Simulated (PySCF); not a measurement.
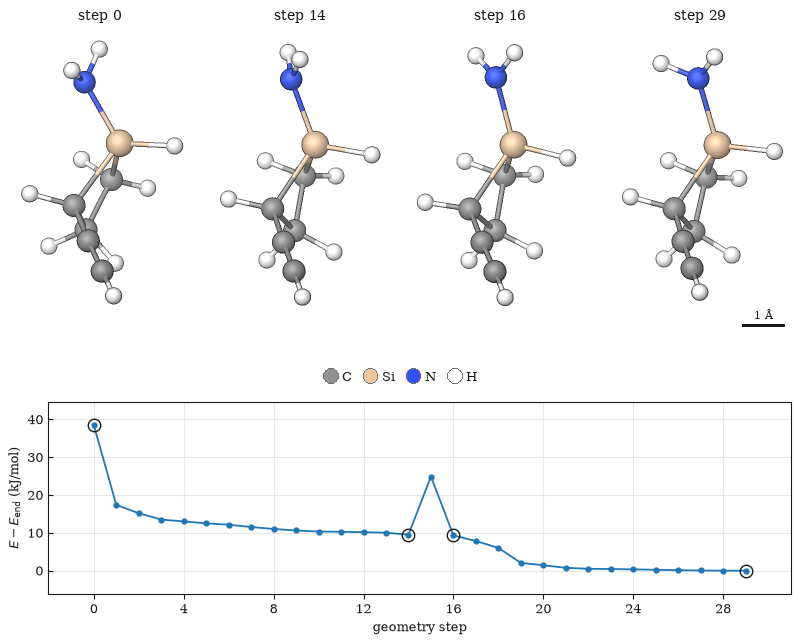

Frames of a relaxation of C₅H₉NSi, marked on the history of the run. The picture is a ball-and-stick view, seen from a free direction.

The start comes from GFN2-xTB. Its atoms were then displaced at random by about 0.01 Å.

The calculation used PBE0-D3(BJ)/def2-SVP geometry optimisation, gas phase (PySCF 2.14.0, density-fitted response routines). 

What happens along the run?

Over 29 geometry steps the energy falls by 38.5 kJ/mol. An H atom moves most after the best rigid fit: 1.09 Å. Largest moves by element: H 1.09 Å, N 0.36 Å, C 0.28 Å, Si 0.10 Å. Among the contacts that change: C–C 1.499 → 1.559 Å, C–H 1.027 → 1.073 Å, H–Si 1.455 → 1.492 Å, C–Si 1.909 → 1.887 Å. Among the angles between lasting bonds that change: C–Si–N 112.3° → 124.8°, N–Si–H 117.8° → 106.7°, C–Si–N 114.5° → 120.8°. Cost: 3.5 min on 1 thread of Intel(R) Xeon(R) 6975P-C (shared host). From step 0 to 14: an H atom moves most (0.74 Å), energy −29.0 kJ/mol. From step 14 to 16: an H atom moves most (0.43 Å), energy −0.16 kJ/mol. From step 16 to 29: an H atom moves most (0.59 Å), energy −9.33 kJ/mol.

```
step  E − E(0), kJ/mol
   0              0.00
   1            -21.10
   2            -23.32
   3            -24.99
   4            -25.48
   5            -25.99
   6            -26.35
   7            -26.96
   8            -27.48
   9            -27.88
  10            -28.16
  11            -28.22
  12            -28.33
  13            -28.46
  14            -29.01
  15            -13.61
  16            -29.17
  17            -30.67
  18            -32.49
  19            -36.44
  20            -37.07
  21            -37.74
  22            -38.01
  23            -38.07
  24            -38.16
  25            -38.27
  26            -38.38
  27            -38.46
  28            -38.50
  29            -38.50
```
